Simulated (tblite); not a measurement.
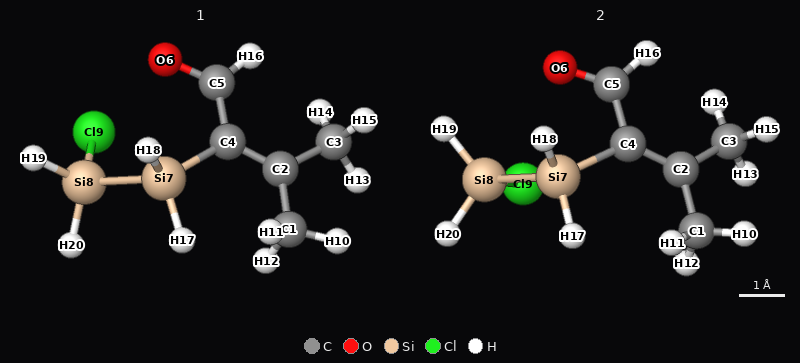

Two geometries of C$_{5}$H$_{11}$ClOSi$_{2}$, drawn at one scale. One is the start of a relaxation, the other its converged end. The picture is a ball-and-stick view, seen at a tilt.

All numbers below come from GFN2-xTB geometry optimisation, gas phase in tblite 0.8.0. 

**Which of the two is the end point?**

Structure 2 is the relaxed one. The atom that moves furthest after the best rigid fit is Cl9 (1.34 Å). Largest moves by element: Cl 1.34 Å, H 1.14 Å, O 0.43 Å, C 0.41 Å, Si 0.25 Å. Among the contacts that change: O6–Si7 2.977 → 2.705 Å, Si7–Si8 2.219 → 2.313 Å, Si8–Cl9 2.101 → 2.035 Å, C4–Si7 1.845 → 1.906 Å. Bond angles that change, for instance: C5–C4–Si7 116.7° → 105.5°, C2–C4–Si7 119.8° → 130.2°, Si7–Si8–H19 107.5° → 116.2°. Groups turn about Si7–Si8 by about 30°, C1–C2 by about 20°. After 115 geometry steps the energy has fallen by 74.4 kJ/mol. Cost: 1.3 s on 1 thread of Arm Neoverse V1, on a shared host.
